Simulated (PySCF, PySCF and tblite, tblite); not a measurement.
**C₈H₁₀: conformers and averaged spectra**

Aim: find the conformers of C₈H₁₀ (`CCc1ccccc1`), weigh them, and average their properties.

Programs: PySCF 2.14.0 with density-fitted response routines of our own, and tblite 0.8.0. All values are computed, except where a source is named. Atoms count from 0 throughout.

## Step 1: The molecule as given

18 atoms, charge 0, multiplicity 1; geometry from: MMFF94s geometry.

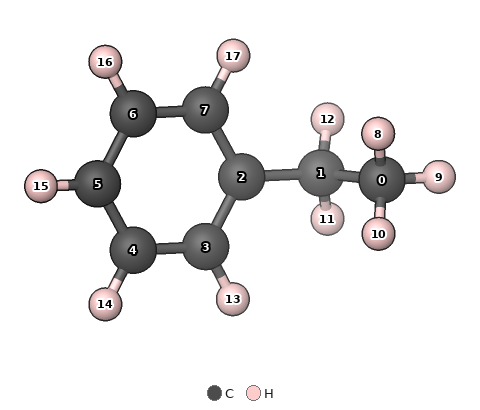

The starting geometry (carbon dark grey, hydrogen pink), atoms numbered.

## Step 2: GFN2-xTB relaxation, conformer 1

What the job is given:

```
{"job": {"xc": "GFN2-xTB", "basis": "xTB", "kind": "relax"}, "charge": 0, "multiplicity": 1}
C     -2.514000     0.090700    -0.264600
C     -1.532700    -0.177100     0.843800
C     -0.093800    -0.090200     0.374800
C      0.548700    -1.206500    -0.153400
C      1.862600    -1.123300    -0.598600
C      2.530700     0.097800    -0.562300
C      1.894400     1.230500    -0.058000
C      0.585700     1.141400     0.411600
H     -2.382200     1.095300    -0.676500
H     -3.551100     0.016600     0.119000
H     -2.412200    -0.626800    -1.084200
H     -1.713000    -1.181300     1.276000
H     -1.692500     0.528900     1.685000
H      0.040300    -2.172400    -0.194000
H      2.359200    -1.993100    -1.000900
H      3.555900     0.171000    -0.907000
H      2.416900     2.183100    -0.017400
H      0.088400     2.021500     0.794900
```

Started as:

```bash
> OMP_NUM_THREADS=1 python ens_run.py task.json out
```

The driver reads the study from task.json and runs its stages one after another.

Standard output:

```text
step      E/eV     max force
  0    -604.43815    1.269
  1    -604.47624    0.320
  2    -604.48346    0.232
  3    -604.49058    0.178
  4    -604.49240    0.076
  5    -604.49297    0.058
  6    -604.49366    0.067
  7    -604.49408    0.062
  8    -604.49431    0.034
  9    -604.49431    0.034
 10    -604.49440    0.023
 11    -604.49462    0.021
 12    -604.49468    0.022
 13    -604.49480    0.030
 14    -604.49489    0.031
 15    -604.49501    0.029
 16    -604.49511    0.030
 17    -604.49520    0.018
 18    -604.49528    0.021
 19    -604.49536    0.022
 20    -604.49543    0.022
 21    -604.49552    0.026
 22    -604.49564    0.035
 23    -604.49582    0.038
 24    -604.49600    0.034
 25    -604.49610    0.023
 26    -604.49615    0.016
 27    -604.49619    0.017
 28    -604.49623    0.016
 29    -604.49628    0.015
 30    -604.49632    0.012
 31    -604.49635    0.015
 32    -604.49638    0.016
 33    -604.49642    0.016
 34    -604.49646    0.016
 35    -604.49649    0.014
 36    -604.49651    0.010
 37    -604.49652    0.011
 38    -604.49654    0.009
 39    -604.49656    0.007
 40    -604.49657    0.007
 41    -604.49657    0.006
 42    -604.49658    0.005
 43    -604.49658    0.005
 44    -604.49659    0.004
 45    -604.49659    0.003
```

It took 0.21 s on 1 thread of Arm Neoverse V2, shared host.

The energy fell by 0.058 eV, and the atoms moved 0.04 Å (root mean square).

## Step 3: Shieldings, conformer 1: PBE0/pcSseg-1 in chloroform

What the job is given:

```
{"job": {"xc": "PBE0", "basis": "pcSseg-1", "solvent": "chloroform", "kind": "nmr", "pop": true}, "charge": 0, "multiplicity": 1}
C     -2.491385     0.095551    -0.275969
C     -1.520541    -0.186327     0.872573
C     -0.099686    -0.091150     0.393933
C      0.547366    -1.203947    -0.127654
C      1.841646    -1.108969    -0.607009
C      2.507084     0.104423    -0.573467
C      1.870687     1.220430    -0.058054
C      0.576518     1.121701     0.420723
H     -2.323928     1.093192    -0.676082
H     -3.520784     0.027259     0.068884
H     -2.345375    -0.623274    -1.079330
H     -1.712320    -1.185945     1.268110
H     -1.691401     0.536304     1.673244
H      0.032676    -2.154413    -0.154300
H      2.333107    -1.984084    -1.007387
H      3.518261     0.179578    -0.945830
H      2.384800     2.170324    -0.028353
H      0.084517     1.995663     0.824313
```

Standard output:

```text
coarse grid: 14888 points
cycle   1  E = -310.3678639740  dE =  1.205e+00  |g| = 3.939e-01  |ddm| = 3.974e+00
cycle   2  E = -310.3724627177  dE = -4.599e-03  |g| = 3.901e-01  |ddm| = 8.979e-01
cycle   3  E = -310.4128892885  dE = -4.043e-02  |g| = 2.189e-02  |ddm| = 3.831e-01
cycle   4  E = -310.4129571029  dE = -6.781e-05  |g| = 1.352e-02  |ddm| = 3.152e-02
cycle   5  E = -310.4129970461  dE = -3.994e-05  |g| = 4.980e-03  |ddm| = 1.507e-02
cycle   6  E = -310.4130029859  dE = -5.940e-06  |g| = 1.193e-03  |ddm| = 4.902e-03
final grid: 143384 points
cycle   7  E = -310.4609750161  dE = -4.291e-05  |g| = 8.233e-03  |ddm| = 5.233e-02
cycle   8  E = -310.4609741031  dE =  9.129e-07  |g| = 8.602e-03  |ddm| = 1.601e-02
cycle   9  E = -310.4609932309  dE = -1.913e-05  |g| = 6.686e-04  |ddm| = 7.579e-03
cycle  10  E = -310.4609933274  dE = -9.644e-08  |g| = 2.919e-04  |ddm| = 8.693e-04
cycle  11  E = -310.4609933497  dE = -2.230e-08  |g| = 6.438e-05  |ddm| = 3.229e-04
cycle  12  E = -310.4609933506  dE = -9.434e-10  |g| = 2.573e-05  |ddm| = 7.355e-05
converged SCF energy = -310.4609933506

GIAO shielding tensors (ppm)
atom      isotropic    diamagn.    paramagn.     s11        s22        s33       span
  0 C      164.659     246.807     -82.148    153.560    153.879    186.539     32.979
  1 C      152.244     245.412     -93.168    136.619    147.300    172.812     36.193
  2 C       34.511     261.286    -226.775    -61.780    -11.362    176.676    238.456
  3 C       53.260     251.318    -198.057    -52.068     44.651    167.199    219.268
  4 C       52.514     253.922    -201.409    -58.521     38.024    178.038    236.559
  5 C       55.944     253.997    -198.053    -53.563     40.954    180.441    234.005
  6 C       52.528     253.928    -201.399    -58.505     38.036    178.054    236.560
  7 C       53.273     251.302    -198.029    -52.040     44.655    167.205    219.246
  8 H       30.597      30.148       0.449     26.105     30.102     35.583      9.477
  9 H       30.266      27.776       2.490     26.373     26.416     38.009     11.636
 10 H       30.597      30.150       0.448     26.105     30.103     35.585      9.480
 11 H       28.987      30.768      -1.781     24.892     28.026     34.044      9.152
 12 H       28.989      30.770      -1.781     24.890     28.029     34.046      9.156
 13 H       24.057      33.248      -9.191     20.407     23.006     28.757      8.350
 14 H       23.962      30.390      -6.428     20.562     24.446     26.877      6.314
 15 H       24.101      29.785      -5.684     20.770     24.922     26.611      5.842
 16 H       23.963      30.392      -6.429     20.565     24.447     26.878      6.313
 17 H       24.059      33.251      -9.192     20.409     23.009     28.759      8.350
```

It took 20 s on 1 thread of Arm Neoverse V2, shared host; peak memory 0.95 GiB.

Key values: HOMO -7.04 eV, LUMO -0.13 eV; dipole 0.54 D.

## Step 4: Couplings, conformer 1: B3LYP/6-31G*+pcJ-1

The job, as its differences from that of step 3:

```diff
@@ -1,2 +1,2 @@
-{"job": {"xc": "PBE0", "basis": "pcSseg-1", "solvent": "chloroform", "kind": "nmr", "pop": true}, "charge": 0, "multiplicity": 1}
+{"job": {"xc": "B3LYP", "basis": {"default": "6-31G*", "H": "pcJ-1"}, "nuclei": ["H", "F", "P", "Si", "B"], "kind": "j"}, "charge": 0, "multiplicity": 1}
 C     -2.491385     0.095551    -0.275969
```

Standard output:

```text
coarse grid: 14888 points
cycle   1  E = -310.8861139912  dE =  1.141e+00  |g| = 4.826e-01  |ddm| = 3.870e+00
cycle   2  E = -310.8781222405  dE =  7.992e-03  |g| = 5.233e-01  |ddm| = 1.048e+00
cycle   3  E = -310.9539258958  dE = -7.580e-02  |g| = 3.220e-02  |ddm| = 5.683e-01
cycle   4  E = -310.9539968707  dE = -7.097e-05  |g| = 2.642e-02  |ddm| = 5.830e-02
cycle   5  E = -310.9541697469  dE = -1.729e-04  |g| = 8.858e-03  |ddm| = 3.396e-02
cycle   6  E = -310.9541902082  dE = -2.046e-05  |g| = 2.424e-03  |ddm| = 1.047e-02
cycle   7  E = -310.9541917663  dE = -1.558e-06  |g| = 2.636e-04  |ddm| = 2.440e-03
final grid: 143384 points
cycle   8  E = -310.8898699945  dE = -4.609e-05  |g| = 7.189e-03  |ddm| = 3.573e-02
cycle   9  E = -310.8898669344  dE =  3.060e-06  |g| = 7.978e-03  |ddm| = 1.485e-02
cycle  10  E = -310.8898842080  dE = -1.727e-05  |g| = 8.221e-04  |ddm| = 8.340e-03
cycle  11  E = -310.8898843661  dE = -1.582e-07  |g| = 3.659e-04  |ddm| = 1.219e-03
cycle  12  E = -310.8898844030  dE = -3.683e-08  |g| = 6.909e-05  |ddm| = 3.987e-04
cycle  13  E = -310.8898844041  dE = -1.096e-09  |g| = 2.626e-05  |ddm| = 8.594e-05
cycle  14  E = -310.8898844042  dE = -1.726e-10  |g| = 3.599e-06  |ddm| = 2.586e-05
converged SCF energy = -310.8898844042

Indirect spin-spin couplings (Hz)
  i      j    bonds     total        FC       PSO       DSO        SD
  8 H    9 H    2    -13.348   -12.816     2.163    -2.695         -
  8 H   10 H    2    -13.867   -13.391     2.036    -2.513         -
  8 H   11 H    3     14.867    15.751     1.917    -2.801         -
  8 H   12 H    3      4.389     4.442     0.359    -0.412         -
  8 H   13 H    5     -0.206     0.059     0.627    -0.892         -
  8 H   14 H    6     -0.320    -0.041     0.541    -0.821         -
  8 H   15 H    7     -0.207     0.040     0.441    -0.689         -
  8 H   17 H    5      0.426     0.046    -0.798     1.178         -
  9 H   10 H    2    -13.358   -12.826     2.163    -2.694         -
  9 H   11 H    3      3.815     3.910     0.357    -0.453         -
  9 H   12 H    3      3.823     3.918     0.357    -0.452         -
  9 H   13 H    5     -0.307    -0.131     0.477    -0.653         -
  9 H   15 H    7     -0.473    -0.169     0.637    -0.941         -
  9 H   17 H    5     -0.307    -0.130     0.476    -0.653         -
 10 H   11 H    3      4.400     4.452     0.358    -0.411         -
 10 H   12 H    3     14.868    15.752     1.917    -2.801         -
 10 H   13 H    5      0.427     0.046    -0.801     1.181         -
 10 H   15 H    7     -0.207     0.040     0.442    -0.689         -
 10 H   16 H    6     -0.321    -0.041     0.542    -0.821         -
 10 H   17 H    5     -0.206     0.059     0.628    -0.893         -
 11 H   12 H    2    -12.263   -11.944     1.819    -2.139         -
 11 H   15 H    6     -0.688    -0.304     0.737    -1.121         -
 11 H   17 H    4     -0.713    -0.274     1.011    -1.450         -
 12 H   13 H    4     -0.714    -0.275     1.012    -1.451         -
 12 H   15 H    6     -0.687    -0.303     0.737    -1.121         -
 13 H   14 H    3      8.603     8.798     0.118    -0.313         -
 13 H   15 H    4      0.379     1.033     1.189    -1.843         -
 13 H   17 H    4      1.091     1.774     1.257    -1.940         -
 14 H   15 H    3      8.428     8.658     0.218    -0.449         -
 14 H   16 H    4      0.482     1.153     1.224    -1.895         -
 15 H   16 H    3      8.428     8.659     0.219    -0.449         -
 15 H   17 H    4      0.379     1.034     1.189    -1.843         -
 16 H   17 H    3      8.603     8.798     0.118    -0.313         -
```

It took 28 s on 1 thread of Arm Neoverse V2, shared host; peak memory 0.98 GiB.

In short: HOMO -6.47 eV, LUMO 0.13 eV; dipole 0.21 D.

## Step 5: Boltzmann average: properties at PBE0/pcSseg-1 in chloroform

What the job is given:

```
{"job": {"study": "conf", "smiles": "CCc1ccccc1", "search": {"seed": 7646, "n_embed": 60, "ff_keep": 14, "window": 3.0, "nmax": 10, "temps": [150, 200, 250, 298.15, 400], "t_ref": 298.15, "order": 0.0005}, "level": {"nmr": {"xc": "PBE0", "basis": "pcSseg-1", "solvent": "chloroform"}, "j": {"xc": "B3LYP", "basis": {"default": "6-31G*", "H": "pcJ-1"}, "nuclei": ["H", "F", "P", "Si", "B"]}}, "kind": "conf"}, "charge": 0, "multiplicity": 1}
C     -2.491385     0.095551    -0.275969
C     -1.520541    -0.186327     0.872573
C     -0.099686    -0.091150     0.393933
C      0.547366    -1.203947    -0.127654
C      1.841646    -1.108969    -0.607009
C      2.507084     0.104423    -0.573467
C      1.870687     1.220430    -0.058054
C      0.576518     1.121701     0.420723
H     -2.323928     1.093192    -0.676082
H     -3.520784     0.027259     0.068884
H     -2.345375    -0.623274    -1.079330
H     -1.712320    -1.185945     1.268110
H     -1.691401     0.536304     1.673244
H      0.032676    -2.154413    -0.154300
H      2.333107    -1.984084    -1.007387
H      3.518261     0.179578    -0.945830
H      2.384800     2.170324    -0.028353
H      0.084517     1.995663     0.824313
```

Standard output:

```text
conformer  sym    E(xTB)   E(DFT)   G(298.15 K)  weight  dipole/D
    1     Cs      0.000    0.000    0.000   1.0000    0.536

mean shielding (ppm) by class
class atoms           150 K      200 K      250 K   298.15 K      400 K
  0 C  0            164.659    164.659    164.659    164.659    164.659
  1 C  1            152.244    152.244    152.244    152.244    152.244
  2 C  2             34.511     34.511     34.511     34.511     34.511
  3 C  3,7           53.267     53.267     53.267     53.267     53.267
  4 C  4,6           52.521     52.521     52.521     52.521     52.521
  5 C  5             55.944     55.944     55.944     55.944     55.944
  6 H  8,9,10        30.487     30.487     30.487     30.487     30.487
  7 H  11,12         28.988     28.988     28.988     28.988     28.988
  8 H  13,17         24.058     24.058     24.058     24.058     24.058
  9 H  14,16         23.962     23.962     23.962     23.962     23.962
 10 H  15            24.101     24.101     24.101     24.101     24.101
```

Run time: 49 s. Hardware: 1 thread of Arm Neoverse V2, shared host. This counts the runs that the step sums up.

The search (ETKDG and KDG, MMFF94s, GFN2-xTB) embedded 60 structures, kept 1 distinct ones after the force field and 1 after xTB; 1 was carried on (window 3.0 kcal/mol at the search's own energies). Energies: PBE0/pcSseg-1 in chloroform with D3(BJ).

The conformers at 298 K:

```csv
no.,group,mirror pair,ΔE xTB,ΔE DFT,ΔG,weight (%),μ (D),C0–C1–C2–C3 (°),"A, B, C (GHz)"
1,Cs,no,0.00,0.00,0.00,100.0,0.54,-89,"4.57, 1.50, 1.24"
```

Energies in kcal/mol. ΔG holds xTB vibrations and rotation, symmetry numbers and mirror pairs.

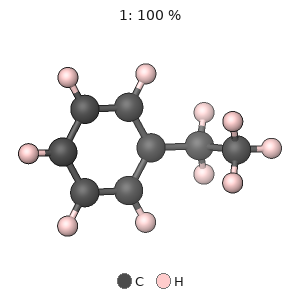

The one conformer.

Shifts against references run at the same level (¹³C TMS 187.6, ¹H TMS 31.70 ppm of shielding), by class of atoms, at 298 K:

```csv
atoms,environment,average,measured
C2,substituted aromatic carbon,153.1,–
"C4, C6",aromatic CH,135.1,–
"C3, C7",aromatic CH,134.3,–
C5,aromatic CH,131.6,–
C1,sp3 CH2 on an aromatic ring,35.3,29.1
C0,methyl carbon,22.9,15.8
"H14, H16",hydrogen on an aromatic CH,7.74,–
"H13, H17",hydrogen on an aromatic CH,7.64,–
H15,hydrogen on an aromatic CH,7.60,–
"H11, H12",hydrogen on an sp3 CH2 on an aromatic ring,2.71,2.63
"H8, H9, H10",hydrogen on a methyl carbon,1.21,1.21
```

Measured: solution, not stated per compound (mostly CDCl3 or CCl4); Pretsch, Buehlmann, Badertscher, Structure Determination of Organic Compounds, 4th ed. (2009).

Couplings (Hz, B3LYP/6-31G*+pcJ-1; one pair named for each class), from conformers that hold 100 % of the weight:

```csv
pair,bonds,average
H8–H9,2,-13.5
H11–H12,2,-12.3
H13–H14,3,8.6
H14–H15,3,8.4
H8–H11,3,7.7
H13–H17,4,1.1
```

Effective distances for nuclear Overhauser effects, ⟨r⁻⁶⟩^(−1/6) over all pairs of two classes (Å): H14···H15 2.47; H8···H11 2.61; H11···H13 2.71; H13···H14 2.75; H8···H13 3.43.

## Step 6: Outcome

| quantity | value |
| --- | --- |
| conformers | 1; the first in weight is no. 1 (Cs), 100 % at 298 K |
| root-mean-square dipole | 0.54 D |
| averaged ¹³C shifts (PBE0/pcSseg-1 in chloroform) | 153.1, 135.1, 134.3, 131.6, 35.3, 22.9 ppm |
| averaged ¹H shifts (PBE0/pcSseg-1 in chloroform) | 7.74, 7.64, 7.60, 2.71, 1.21 ppm |

In words: The search found one conformer in the window, so the averages are its own values. Against 2 measured ¹³C shifts the average misses by 6.7 ppm. Against 2 measured ¹H shifts the average misses by 0.04 ppm. Vibration is missing from the shifts, so part of that gap is not the functional's.
